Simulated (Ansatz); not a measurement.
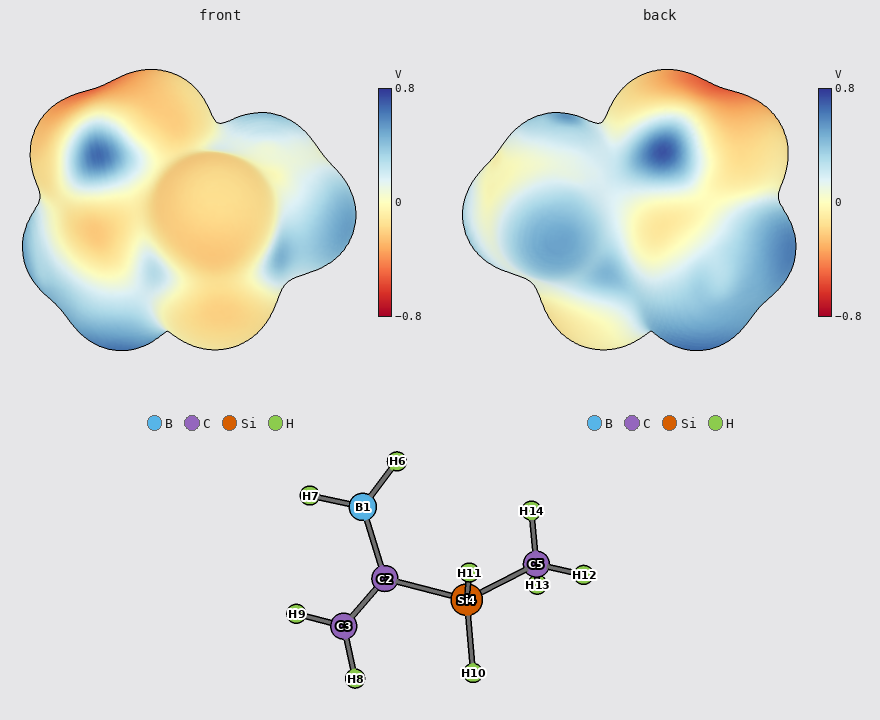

C₃H₉BSi. The molecular electrostatic potential painted on the density surface at 0.001 e/bohr³, seen from the front and from behind; the colour scale runs from red (negative) to blue (positive). The bare structure is drawn below in the same view.

All numbers below come from Ansatz 0.2.0, RKS PBE/cc-pVDZ.

Input file:

```
crystal:
  periodic: [false, false, false]
  atoms:
    - { symbol: B, position_ang: [0.3447, 1.4518, 1.4384] }
    - { symbol: C, position_ang: [-0.1452, 0.0697, 0.9354] }
    - { symbol: C, position_ang: [-1.2334, -0.5406, 1.4596] }
    - { symbol: Si, position_ang: [0.8561, -0.7011, -0.4644] }
    - { symbol: C, position_ang: [0.0193, -0.1901, -2.0966] }
    - { symbol: H, position_ang: [1.215, 2.0599, 0.9228] }
    - { symbol: H, position_ang: [-0.262, 2.0396, 2.3036] }
    - { symbol: H, position_ang: [-1.4797, -1.5, 1.1093] }
    - { symbol: H, position_ang: [-1.7645, -0.0673, 2.321] }
    - { symbol: H, position_ang: [0.7145, -2.1745, -0.319] }
    - { symbol: H, position_ang: [2.1797, -0.2882, -0.4035] }
    - { symbol: H, position_ang: [0.5885, -0.644, -2.9021] }
    - { symbol: H, position_ang: [-1.0931, -0.4773, -2.1234] }
    - { symbol: H, position_ang: [0.047, 0.933, -2.1522] }
basis:
  gaussian: { orbitals: cc-pVDZ }
hamiltonian:
  xc: pbe
relax:
  f_tol: 0.02
  max_steps: 50
output:
  orbitals: {}
```

Command:

```sh
ansatz run input.yaml --threads 2 --pin off --max-ram 3072MiB --backend cpu --events-out ev --progress --plain --runs-dir out
```

The fields are those of the relaxed geometry.

Question: Which sites attract a positive test charge, and which a negative one?

Answer: A positive charge is drawn to the negative regions and a negative charge to the positive ones. The most negative region (about −0.5 V) lies over H6, the most positive (about +0.6 V) over B1 and H8.
